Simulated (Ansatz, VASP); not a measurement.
# BAs: VASP beside Ansatz

Wanted: the spread between two codes on one cell, functional and k mesh.

Method: plane waves, with VASP 6.6.1 beside it; band structure at LDA, band structure at PBE and dielectric response at LDA, in Ansatz 0.2.0.

**1. The structure**

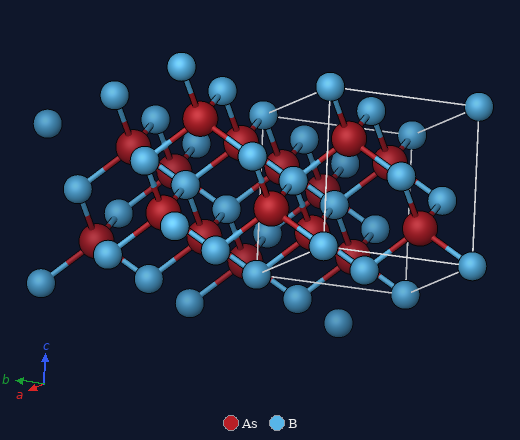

The starting structure, seen from a free direction (arsenic red, boron blue). 2×2×1 cells are drawn. This picture shows the conventional cell, with its axes. Bonds to atoms that aren't drawn are left out. Some periodic images of atoms are drawn too.

As a file:

```
As B
1.0
     0.00000    2.38850    2.38850
     2.38850    0.00000    2.38850
     2.38850    2.38850    0.00000
As B
1 1
Direct
  0.75000 0.75000 0.75000
  0.00000 0.00000 0.00000
```

**2. VASP: band structure, LDA**

The same path points are solved in both programs, so levels can be compared one by one.

Lines of VASP's logs that name or quote its potential files are left out, and so is its time.

File INCAR:

```
SYSTEM = BAs
PREC = Accurate
ENCUT = 370
EDIFF = 1E-06
NELM = 100
ISMEAR = 0
SIGMA = 0.03
LREAL = .FALSE.
ALGO = Normal
GGA = CA
NBANDS = 16
LORBIT = 11
LWAVE = .FALSE.
LCHARG = .FALSE.
KPAR = 4
```

File POSCAR:

```
BAs
1.0
    0.0000000000      2.3885000000      2.3885000000
    2.3885000000      0.0000000000      2.3885000000
    2.3885000000      2.3885000000      0.0000000000
As B
1 1
Direct
    0.7500000000      0.7500000000      0.7500000000
    0.0000000000      0.0000000000      0.0000000000
```

File KPOINTS:

```
Automatic mesh
0
Gamma
8 8 8
0 0 0
```

File KPOINTS_OPT:

```
Line mode
10
Line-mode
Reciprocal
  0.00000000   0.00000000   0.00000000 GAMMA
  0.50000000   0.00000000   0.50000000 X

  0.50000000   0.00000000   0.50000000 X
  0.50000000   0.25000000   0.75000000 W

  0.50000000   0.25000000   0.75000000 W
  0.37500000   0.37500000   0.75000000 K

  0.37500000   0.37500000   0.75000000 K
  0.00000000   0.00000000   0.00000000 GAMMA

  0.00000000   0.00000000   0.00000000 GAMMA
  0.50000000   0.50000000   0.50000000 L

  0.50000000   0.50000000   0.50000000 L
  0.62500000   0.25000000   0.62500000 U

  0.62500000   0.25000000   0.62500000 U
  0.50000000   0.25000000   0.75000000 W

  0.50000000   0.25000000   0.75000000 W
  0.50000000   0.50000000   0.50000000 L

  0.50000000   0.50000000   0.50000000 L
  0.37500000   0.37500000   0.75000000 K

  0.62500000   0.25000000   0.62500000 U
  0.50000000   0.00000000   0.50000000 X
```

Potentials, in the order of the species: As and B (LDA family, release 64).

The run is started by

```console
$ mpirun -np 4 vasp_std
```

Numbers of over 12 decimals in the logs are rounded to 6 here.

Output:

```text
[banner, memory and clock lines left out]
running    4 mpi-ranks, on    1 nodes
 distrk:  each k-point on    1 cores,    4 groups
 distr:  one band on    1 cores,    1 groups

 POSCAR found type information on POSCAR AsB
 POSCAR found :  2 types and       2 ions
 LDA part: xc-table for (Slater(with rela. corr.)+CA(PZ))
 , standard interpolation
 POSCAR, INCAR and KPOINTS ok, starting setup
 FFT: planning ... GRIDC
 FFT: planning ... GRID_SOFT
 FFT: planning ... GRID
 WAVECAR not read
 entering main loop
       N       E                     dE             d eps       ncg     rms          rms(c)
DAV:   1     0.524925777913E+01    0.52493E+01   -0.28124E+03   936   0.330E+02
DAV:   2    -0.132191546151E+02   -0.18468E+02   -0.17729E+02  1304   0.751E+01
DAV:   3    -0.136400456262E+02   -0.42089E+00   -0.42050E+00  1072   0.948E+00
DAV:   4    -0.136407202956E+02   -0.67467E-03   -0.67466E-03  1224   0.462E-01
DAV:   5    -0.136407212284E+02   -0.93275E-06   -0.93274E-06  1080   0.164E-02    0.502E+00
DAV:   6    -0.130110758292E+02    0.62965E+00   -0.15168E+00  1128   0.353E+00    0.231E+00
DAV:   7    -0.129305717525E+02    0.80504E-01   -0.16162E-01  1176   0.148E+00    0.923E-01
DAV:   8    -0.129175886230E+02    0.12983E-01   -0.17349E-02  1152   0.552E-01    0.954E-02
DAV:   9    -0.129176543898E+02   -0.65767E-04   -0.84166E-04  1008   0.131E-01    0.506E-02
DAV:  10    -0.129176492339E+02    0.51559E-05   -0.63899E-05  1152   0.330E-02    0.765E-03
DAV:  11    -0.129176492644E+02   -0.30498E-07   -0.85866E-07  1096   0.476E-03
   1 F= -.12917649E+02 E0= -.12917649E+02  d E =-.614914E-25
 Start KPOINTS_OPT (optional k-point list driver)
k-point batch [1-29\100]
       N       E                     dE             ncg
DAV:   1     0.453240274536E+03   -0.66718E+04      928
DAV:   2    -0.113550026541E+03   -0.56679E+03     1256
DAV:   3    -0.127094568671E+03   -0.13545E+02     1112
DAV:   4    -0.127115758860E+03   -0.21190E-01     1248
DAV:   5    -0.127115787668E+03   -0.28808E-04     1104
DAV:   6    -0.127115787727E+03   -0.59022E-07     1048
[...]
k-point batch [88-100\100]
       N       E                     dE             ncg
DAV:   1     0.436600439318E+04   -0.37707E+04      416
DAV:   2     0.411863301830E+04   -0.24737E+03      552
DAV:   3     0.411345165570E+04   -0.51814E+01      512
DAV:   4     0.411344309748E+04   -0.85582E-02      528
DAV:   5     0.411344308366E+04   -0.13813E-04      528
DAV:   6     0.411344308363E+04   -0.35659E-07      472
```

From OUTCAR (step 2):

```text
ion  position               nearest neighbor table
   1  0.750  0.750  0.750-   2 2.07   2 2.07   2 2.07   2 2.07
   2  0.000  0.000  0.000-   1 2.07   1 2.07   1 2.07   1 2.07

  LATTYP: Found a face centered cubic cell.
 ALAT       =     4.7770000000

 Subroutine GETGRP returns: Found 24 space group operations
 (whereof 24 operations were pure point group operations)

The static configuration has the point symmetry T_d .

 Found     29 irreducible k-points:

   k-points           NKPTS =     29   k-points in BZ     NKDIM =     29   number of bands    NBANDS=     16

   dimension x,y,z NGX =    24 NGY =   24 NGZ =   24
   dimension x,y,z NGXF=    48 NGYF=   48 NGZF=   48

   ENCUT  =  370.0 eV  27.19 Ry    5.21 a.u.   5.30  5.30  5.30*2*pi/ulx,y,z

   NELECT =       8.0000    total number of electrons

 k-points in reciprocal lattice and weights: Automatic mesh
   0.00000000  0.00000000  0.00000000       0.002
   0.12500000  0.00000000  0.00000000       0.016
   0.25000000  0.00000000  0.00000000       0.016
   0.37500000  0.00000000  0.00000000       0.016
   0.50000000  0.00000000  0.00000000       0.008
   0.12500000  0.12500000  0.00000000       0.012
   0.25000000  0.12500000  0.00000000       0.047
   0.37500000  0.12500000  0.00000000       0.047
   0.50000000  0.12500000  0.00000000       0.047
[...]
-0.37500000  0.50000000  0.12500000       0.023
  -0.25000000  0.50000000  0.25000000       0.012

 average (electrostatic) potential at core
       1 -51.9945       2 -31.9506

 E-fermi :   6.3674

 k-point     1 :       0.0000    0.0000    0.0000
  band No.  band energies     occupation
      1      -9.2192      2.00000
      2       6.1578      2.00000
      3       6.1578      2.00000
      4       6.1578      2.00000
      5       9.4066      0.00000
      6       9.4066      0.00000
      7       9.4066      0.00000
      8      10.8504      0.00000
      9      15.5134      0.00000
    ...

 k-point     2 :       0.1250    0.0000    0.0000
  band No.  band energies     occupation
      1      -8.9640      2.00000
      2       4.2027      2.00000
      3       5.7200      2.00000
      4       5.7200      2.00000
      5       9.5203      0.00000
      6       9.9813      0.00000
      7       9.9813      0.00000
      8      12.0995      0.00000
      9      16.4610      0.00000
    ...

 k-point     3 :       0.2500    0.0000    0.0000
  band No.  band energies     occupation
      1      -8.2212      2.00000
      2       1.2365      2.00000
      3       5.0112      2.00000
      4       5.0112      2.00000
      5       9.2061      0.00000
      6      10.7761      0.00000
      7      10.7761      0.00000
      8      13.9649      0.00000
      9      17.2589      0.00000
    ...

  Total       -0.5353380     -0.5353380     -0.5353380      0.0000000      0.0000000      0.0000000
  in kB      -31.4726220    -31.4726220    -31.4726220      0.0000000      0.0000000      0.0000000
  external PRESSURE =     -31.4726220 kB  Pullay stress =       0.0000000 kB

  energy-cutoff  :      370.00
  volume of cell :       27.25
      direct lattice vectors                 reciprocal lattice vectors
     0.000000000  2.388500000  2.388500000    -0.209336404  0.209336404  0.209336404
     2.388500000  0.000000000  2.388500000     0.209336404 -0.209336404  0.209336404
     2.388500000  2.388500000  0.000000000     0.209336404  0.209336404 -0.209336404

 POSITION                                       TOTAL-FORCE (eV/Angst)
 -----------------------------------------------------------------------------------
      3.58275      3.58275      3.58275        -0.000000     -0.000000     -0.000000
      0.00000      0.00000      0.00000         0.000000      0.000000      0.000000
 -----------------------------------------------------------------------------------
    total drift:                               -0.000000     -0.000000     -0.000000

  FREE ENERGIE OF THE ION-ELECTRON SYSTEM (eV)
  ---------------------------------------------------
  free  energy   TOTEN  =       -12.9176492644 eV

  energy  without entropy=      -12.9176492644  energy(sigma->0) =      -12.91764926

 total charge
# of ion       s       p       d       tot
------------------------------------------
    1        1.179   1.675   0.086   2.940
    2        0.651   1.182   0.000   1.833
--------------------------------------------------
tot          1.830   2.856   0.086   4.773

[... 3 further parts left out ...]
```

The run ends at a pressure of -3.15 GPa.

**3. Ansatz: band structure, LDA**

Ansatz runs on its default PAW (the set named soft_2) files.

The same cell, functional (in two slightly different forms), mesh and smearing now go to Ansatz, which takes its cutoff from its data sets.

File input.yaml:

```yaml
crystal:
  lattice:
    - [0.0, 2.3885, 2.3885]
    - [2.3885, 0.0, 2.3885]
    - [2.3885, 2.3885, 0.0]
  atoms:
    - { symbol: As, position: [0.75, 0.75, 0.75] }
    - { symbol: B, position: [0.0, 0.0, 0.0] }
hamiltonian:
  xc: lda
  pseudopotentials: { kind: paw }
kpoints:
  mp_grid: { grid: [8, 8, 8] }
  band_path:
    path:
      - [0.0, 0.0, 0.0]
      - [0.16667, 0.0, 0.16667]
      - [0.33333, 0.0, 0.33333]
      - [0.38889, 0.0, 0.38889]
      - [0.5, 0.0, 0.5]
      - [0.5, 0.08333, 0.58333]
      - [0.5, 0.19444, 0.69444]
      - [0.5, 0.25, 0.75]
      - [0.45833, 0.29167, 0.75]
      - [0.40278, 0.34722, 0.75]
      - [0.375, 0.375, 0.75]
      - [0.20833, 0.20833, 0.41667]
      - [0.08333, 0.08333, 0.16667]
      - [0.0, 0.0, 0.0]
      - [0.22222, 0.22222, 0.22222]
      - [0.38889, 0.38889, 0.38889]
      - [0.51389, 0.47222, 0.51389]
      - [0.55556, 0.38889, 0.55556]
      - [0.61111, 0.27778, 0.61111]
      - [0.61111, 0.25, 0.63889]
      - [0.56944, 0.25, 0.68056]
      - [0.51389, 0.25, 0.73611]
      - [0.5, 0.27778, 0.72222]
      - [0.5, 0.38889, 0.61111]
      - [0.5, 0.47222, 0.52778]
      - [0.48611, 0.48611, 0.52778]
      - [0.43056, 0.43056, 0.63889]
      - [0.38889, 0.38889, 0.72222]
      - [0.59722, 0.19444, 0.59722]
      - [0.55556, 0.11111, 0.55556]
      - [0.5, 0.0, 0.5]
    npoints: 1
scf:
  occupations: { method: gaussian, width: 0.03 }
  n_extra_bands: 7
output:
  forces: true
  stress: true
  eigenvalues: true
  write_density: true
  write_potential: true
  elf: true
  volumetric_format: npy
```

The run is started by

```console
$ ansatz run input.yaml --threads 2 --pin off --max-ram 4608MiB --backend cpu --events-out ev --progress --plain --runs-dir out
```

Output:

```text
scf.n_extra_bands = 7 over 9 filled bands (N_el = 18.0): the run solves 16 bands
Engine: ansatz 0.2.0, aarch64-unknown-linux-gnu
Pseudopotentials: kind: paw
Pseudopotential: As, paw, valence charge 15, recommended cutoff 420 eV (normal), As.paw.azcp
Pseudopotential: B, paw, valence charge 3, recommended cutoff 420 eV (normal), B.paw.azcp
Functional definition: SPW92
  exchange = slater_x
  correlation = pw_c
Crystal: 2 atoms, lattice volume = 27.252 Å³
Basis set: ecut = 420 eV, 531 PW (Γ)
Bands: 16, of which v1, the nominal top of the filled ones, is band 9 counted from 1 (8 counted from 0)
Symmetry: 24 space group operations
Space group: F-43m (ITA 216), of the structure as read, at distance tolerance 3.0e-5 Å
k-points: 29 of 512 (time reversal used)
Non-local potential: As, projectors of the file, l = 0: 2, l = 1: 2, l = 2: 3, l = 3: 1
Non-local potential: B, projectors of the file, l = 0: 2, l = 1: 2, l = 2: 1
PAW form: soft (Blöchl's): semilocal exchange-correlation on the pseudo side does not see the compensation charge
PAW frozen core: As, regenerated for the run's functional, and the local potential with it (the file was generated under x = pbe(κ = 0.804, μ = 0.219515), c = pbe(β = 0.066725))
PAW frozen core: B, regenerated for the run's functional, and the local potential with it (the file was generated under x = pbe(κ = 0.804, μ = 0.219515), c = pbe(β = 0.066725))
PAW one-centre angular grid: As, 590 points (default); XC on 64 Gauss nodes
PAW one-centre angular grid: B, 110 points (default); XC on 64 Gauss nodes
Initial density: superposition of atomic densities (neutral atoms: chi_scale 0, normalization atom), corrected by the library's trained network
Initial wavefunctions: pseudopotential atomic-orbital guess
Functional: x = slater, c = lda
SCF iter   1: F=—  HF=-4923.521702 eV  |F-HF|=—  |Δ(HF+E_count)|=         —  Δρ=7.18e-3  dr2=1.43e-2  ethr=1.77e-3  ⟨swp⟩=5.7  Hψ=2536  notcnv=0
preconditioner: auto → none  [insulator: Δε(μ)=1.139 eV  Ē_g=15.558 eV  σ=0.030 eV  W_gap=1.00  n_scr=8 (ndim 8)  ℏωp=20.1 eV  f_vac=0.001  D(μ)=0.00/eV (n_scr^D=0)  ε∞_Penn≈2.7]
SCF iter   2: F=—  HF=-4923.517384 eV  |F-HF|=—  |Δ(HF+E_count)|=   4.32e-3  Δρ=2.19e-3  dr2=8.19e-4  ethr=7.96e-5  ⟨swp⟩=2.0  Hψ=828  notcnv=0  defer=71
SCF iter   3: F=—  HF=-4923.517009 eV  |F-HF|=—  |Δ(HF+E_count)|=   3.75e-4  Δρ=1.07e-3  dr2=1.28e-4  ethr=4.55e-6  ⟨swp⟩=2.0  Hψ=776  notcnv=0  defer=71
SCF iter   4: F=—  HF=-4923.516984 eV  |F-HF|=—  |Δ(HF+E_count)|=   2.50e-5  Δρ=3.49e-4  dr2=1.28e-5  ethr=7.10e-7  ⟨swp⟩=1.0  Hψ=393  notcnv=0  defer=71
SCF iter   5: F=—  HF=-4923.516982 eV  |F-HF|=—  |Δ(HF+E_count)|=   2.29e-6  Δρ=4.80e-5  dr2=2.73e-7  ethr=7.13e-8  ⟨swp⟩=2.0  Hψ=640  notcnv=0  defer=71
SCF iter   6: F=-4923.516982 eV  HF=-4923.516982 eV  |F-HF|=1.69e-10  |Δ(HF+E_count)|=   4.58e-9  Δρ=3.60e-6  dr2=1.44e-9  ethr=5.56e-10  ⟨swp⟩=10.2  Hψ=2505  notcnv=0
SCF 1 converged in 6 iterations: F = -4923.516982 eV  dr2 = 1.44e-9
  greatest PAW one-centre occupation: 0.999 electrons in one spin orbital (limit 2), on the As atom at site 0 (counted from 0), in its partial waves of l = 2
NSCF: frozen V_eff on 31 k-points
SCF converged after 6 iterations
Free energy (F): -4923.516982 eV
Harris-Foulkes:  -4923.516982 eV  (|F-HF|=1.69e-10)
Internal energy: -4923.516982 eV  (E = F + TS)
E sigma→0 (E₀):  -4923.516982 eV
Fermi energy:    11.413105 eV
--- Per-component energies (eV) ---
  E_band       = -216.225778
  E_kinetic    = 152.620855
  E_local      = -1703.062415  (includes V_loc(G=0)·N_el)
  E_nonlocal   = -651.995900
  E_hartree    = 941.459715
  E_xc         = -111.065601
  E_vxc        = -117.900402  (∫ρ·V_xc dr)
  E_paw        = -1827.819711  (= ΣΔE_a)
  E_vpaw       = 221.191928  (= ΣTr[D̂ρ^β])
  E_aug_tail   = 0.000008  (compensation charges beyond the density's cutoff)
  E_ewald      = -1725.774997
  E_core_change = 2.121064  (= ΣΔE_core)
  E_smearing   = -0.000000  (= −TS)
  E_closure    = 0.000000  (closes the sum)
  Σ components = -4923.516982   (vs F -4923.516982, Δ=0.00e0)
--- Forces (eV/Å), atoms counted from 1 ---
  atom   1  As     0.00000000     0.00000000     0.00000000
  atom   2  B     -0.00000000     0.00000000    -0.00000000
  max |Σ_I F_I| component: 5.92e-16 eV/Å
--- Stress (GPa, compression-positive) ---
       -3.928186       0.000000      -0.000000
        0.000000      -3.928186       0.000000
       -0.000000       0.000000      -3.928186
  P = ⅓ Tr σ = -3.9282 GPa (-39.282 kbar)
--- Band table (eV; the first three rows and the last of 29) ---
  k-point 0: bands = [... 5 lower, -4.5503, 10.8415, 10.8415, 10.8415, 14.0943, 14.0943, 14.0943, 15.4883, ... 3 higher]
  k-point 1: bands = [... 5 lower, -4.2952, 8.8845, 10.4044, 10.4044, 14.1948, 14.6690, 14.6690, 16.7611, ... 3 higher]
  k-point 2: bands = [... 5 lower, -3.5532, 5.9213, 9.6964, 9.6964, 13.8744, 15.4668, 15.4668, 18.6497, ... 3 higher]
  k-point 28: bands = [... 5 lower, -0.2758, 2.9177, 5.3445, 5.6415, 16.0407, 16.6952, 17.5480, 17.8900, ... 3 higher]
```

Elapsed: 1.5 s, on 2 threads of Arm Neoverse V2, shared host; peak memory 0.28 GiB.

**4. Differences**

Known differences besides the PAW data sets themselves: the two LDA forms differ slightly; the data sets hold 18 valence electrons in Ansatz (default PAW (the set named soft_2) files) and 8 in VASP; the cutoff is 420 eV in Ansatz and 370 eV in VASP; Ansatz makes its cores anew for this functional, VASP keeps those of its LDA data sets. Total energies have different zeros and are not compared.

The two programs side by side:

```csv
quantity,Ansatz,VASP,difference
pressure (GPa),-3.93,-3.15,-0.78
gap over the path points (eV),1.132,1.125,+0.007
```

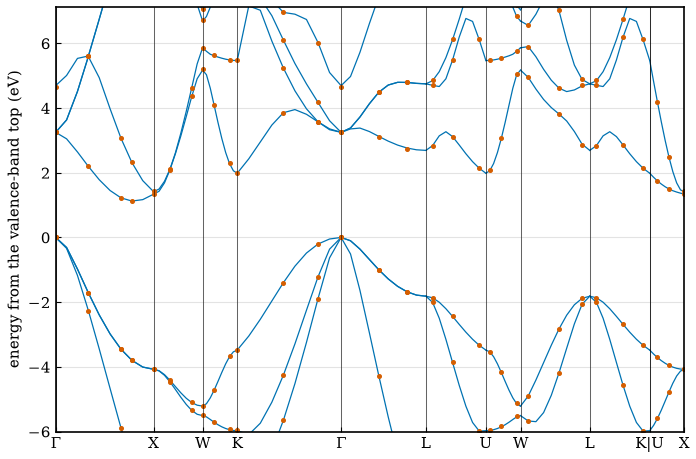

Bands from VASP (lines) and levels from Ansatz (dots). Dots without a line are higher empty bands that the VASP plot leaves out.

Levels at points of the path, from each program's valence-band top (eV; 3 filled, then empty):

```
k (reciprocal lattice)                             Ansatz                               VASP
     0.000 0.000 0.000      0.00 0.00 0.00 3.25 3.25 3.25      0.00 0.00 0.00 3.25 3.25 3.25
     0.167 0.000 0.167   -2.27 -1.71 -1.71 2.20 5.60 5.60   -2.26 -1.71 -1.71 2.20 5.59 5.59
     0.333 0.000 0.333   -5.89 -3.45 -3.45 1.23 3.08 9.07   -5.89 -3.46 -3.46 1.22 3.07 9.05
     0.389 0.000 0.389  -7.04 -3.79 -3.79 1.13 2.33 10.12  -7.04 -3.80 -3.80 1.12 2.32 10.10
     0.500 0.000 0.500  -8.41 -4.07 -4.07 1.34 1.43 11.25  -8.43 -4.08 -4.08 1.34 1.41 11.23
     0.500 0.083 0.583  -8.31 -4.46 -4.41 2.09 2.13 10.49  -8.33 -4.46 -4.42 2.09 2.11 10.46
     0.500 0.194 0.694   -8.00 -5.33 -5.09 4.37 4.63 7.93   -8.01 -5.35 -5.10 4.35 4.63 7.92
     0.500 0.250 0.750   -7.92 -5.50 -5.20 5.20 5.85 6.71   -7.94 -5.51 -5.21 5.17 5.86 6.69
     0.458 0.292 0.750   -7.95 -5.70 -4.71 4.10 5.62 7.45   -7.96 -5.71 -4.72 4.08 5.62 7.44
     0.403 0.347 0.750   -8.02 -5.93 -3.68 2.29 5.50 8.79   -8.03 -5.94 -3.69 2.28 5.49 8.78
```

Among the levels compared (up to four filled and three empty ones at each point), filled levels agree within 14 meV and empty ones within 27 meV. Ansatz's pressure holds a Pulay correction of 0.11 GPa; VASP's holds none.

**5. VASP: band structure, PBE**

The same path points are solved in both programs, so levels can be compared one by one.

INCAR: that of step 2 with these lines changed.

```diff
@@ -9,3 +9,3 @@
 ALGO = Normal
-GGA = CA
+GGA = PE
 NBANDS = 16
```

POSCAR is that of step 2.

KPOINTS is that of step 2.

KPOINTS_OPT is that of step 2.

PAW data sets: As and B (PBE family, release 64).

The run is started by

```console
$ mpirun -np 4 vasp_std
```

Output:

```text
[banner, memory and clock lines left out]
running    4 mpi-ranks, on    1 nodes
[...]
LDA part: xc-table for (Slater+PW92), standard interpolation
 POSCAR, INCAR and KPOINTS ok, starting setup
[...]
entering main loop
       N       E                     dE             d eps       ncg     rms          rms(c)
DAV:   1     0.663654063533E+01    0.66365E+01   -0.28279E+03   936   0.333E+02
DAV:   2    -0.116347798134E+02   -0.18271E+02   -0.17544E+02  1304   0.750E+01
DAV:   3    -0.120420414523E+02   -0.40726E+00   -0.40688E+00  1088   0.930E+00
DAV:   4    -0.120426333383E+02   -0.59189E-03   -0.59188E-03  1208   0.432E-01
[...]
DAV:   9    -0.114001586069E+02   -0.36998E-03   -0.78496E-04  1048   0.120E-01    0.501E-02
DAV:  10    -0.114002442555E+02   -0.85649E-04   -0.11261E-04  1120   0.475E-02    0.110E-02
DAV:  11    -0.114002448756E+02   -0.62007E-06   -0.34537E-06  1160   0.728E-03
   1 F= -.11400245E+02 E0= -.11400245E+02  d E =-.143062E-14
 Start KPOINTS_OPT (optional k-point list driver)
k-point batch [1-29\100]
       N       E                     dE             ncg
DAV:   1     0.438075443152E+03   -0.66869E+04      928
DAV:   2    -0.124986568417E+03   -0.56306E+03     1264
DAV:   3    -0.138010775491E+03   -0.13024E+02     1112
DAV:   4    -0.138029725345E+03   -0.18950E-01     1232
DAV:   5    -0.138029750240E+03   -0.24894E-04     1104
DAV:   6    -0.138029750290E+03   -0.50816E-07     1056
[...]
k-point batch [88-100\100]
       N       E                     dE             ncg
DAV:   1     0.435850910213E+04   -0.37782E+04      416
DAV:   2     0.411327355202E+04   -0.24524E+03      552
DAV:   3     0.410831094968E+04   -0.49626E+01      512
DAV:   4     0.410830328072E+04   -0.76690E-02      528
DAV:   5     0.410830326866E+04   -0.12052E-04      528
DAV:   6     0.410830326863E+04   -0.30172E-07      456
```

From OUTCAR (step 5):

```text
  Total        0.5817531      0.5817531      0.5817531      0.0000000      0.0000000     -0.0000000
  in kB       34.2013763     34.2013763     34.2013763      0.0000000      0.0000000     -0.0000000
  external PRESSURE =      34.2013763 kB  Pullay stress =       0.0000000 kB

 POSITION                                       TOTAL-FORCE (eV/Angst)
 -----------------------------------------------------------------------------------
      3.58275      3.58275      3.58275         0.000000      0.000000      0.000000
      0.00000      0.00000      0.00000        -0.000000     -0.000000     -0.000000
 -----------------------------------------------------------------------------------
    total drift:                               -0.000000     -0.000000     -0.000000

  FREE ENERGIE OF THE ION-ELECTRON SYSTEM (eV)
  ---------------------------------------------------
  free  energy   TOTEN  =       -11.4002448756 eV

  energy  without entropy=      -11.4002448756  energy(sigma->0) =      -11.40024488

[... 2 parts as in an earlier step ...]

[... 1 further part left out ...]
[key lines of the parts left out:]
E-fermi :   6.2789
```

The run ends at a pressure of 3.42 GPa.

(Part 1 of 2 ends here.)

[Lines on the potential files, build, host, timing and source positions are cut from VASP's logs without a mark.]

[Logs are printed without paths, hosts, clocks, repeated set-up lines and the standing remarks that a program may print on its own settings, such as how far it seeks lower states.]

[Hosts, paths, dates, database ids (printed as entryN), source tags and the programs' standing remarks are cut or masked in the printed files.]
